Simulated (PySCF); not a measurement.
C4H8OSi2

The calculation's input:

```
{"job": {"kind": "uv", "xc": "wB97X-D", "basis": "def2-SVPD", "nstates": 8, "ntriplets": 3}, "charge": 0, "multiplicity": 1}
C     -2.283594    -0.766578    -0.453191
C     -1.980132     0.229481     0.367006
Si    -0.260672     0.600613     1.026380
C      1.037153    -0.807706     0.846968
Si     2.077692    -0.001314    -0.548359
C      0.859855     1.512816    -0.307362
O      0.823759     2.616436    -0.788079
H     -3.281737    -0.919857    -0.834706
H     -1.544853    -1.480881    -0.779500
H     -2.767737     0.916200     0.653788
H     -0.346567     1.237211     2.343228
H      1.605848    -0.974663     1.759566
H      0.615222    -1.775904     0.587429
H      1.962400    -0.644304    -1.856153
H      3.478947     0.266439    -0.233205
```

Launched as:

```sh
OMP_NUM_THREADS=1 python probes_run.py task.json out
```

Geometry: GFN2-xTB.

Theory: PySCF 2.14.0, wB97X-D/def2-SVPD, SCF density, gas phase.

> What will maps of the electron density and electron localisation function show?

C–O (1.20 Å): ρ at the midpoint is about 3.4 e/Å³; the ELF peaks at about 0.90 between the atoms (a short, multiple covalent bond).
C–Si (1.92 Å): the density is about 0.88 e/Å³ at the midpoint; the ELF peaks at about 0.95 between the atoms (a covalent bond).
C–Si (1.97 Å): the density is about 0.85 e/Å³ at the midpoint; the ELF peaks at about 0.95 between the atoms, as expected for a covalent bond.

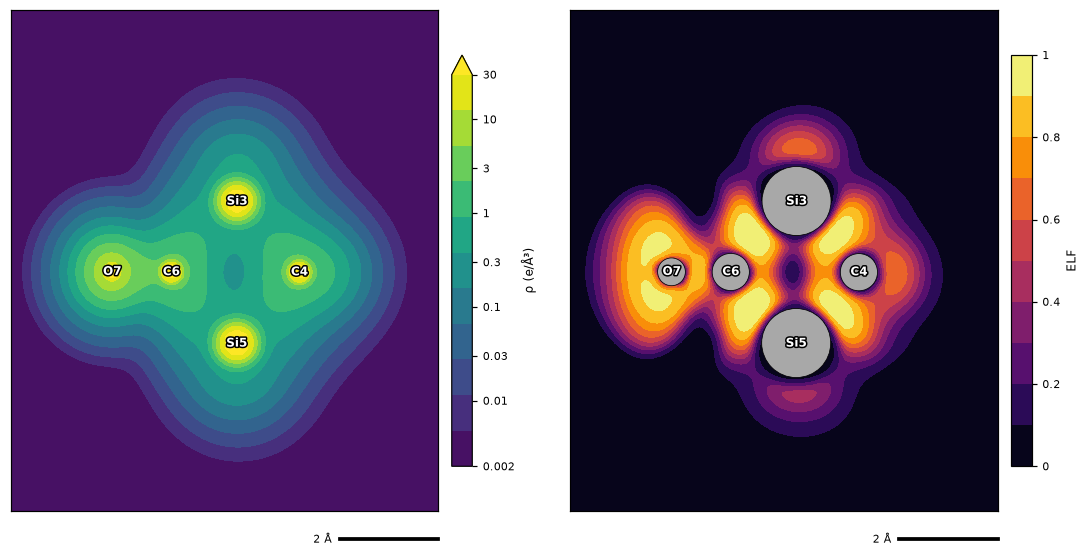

Computed electron density and electron localisation function on the plane of atoms C4, Si5 and C6, in this order. Grey discs cover the atomic cores in the ELF map. 
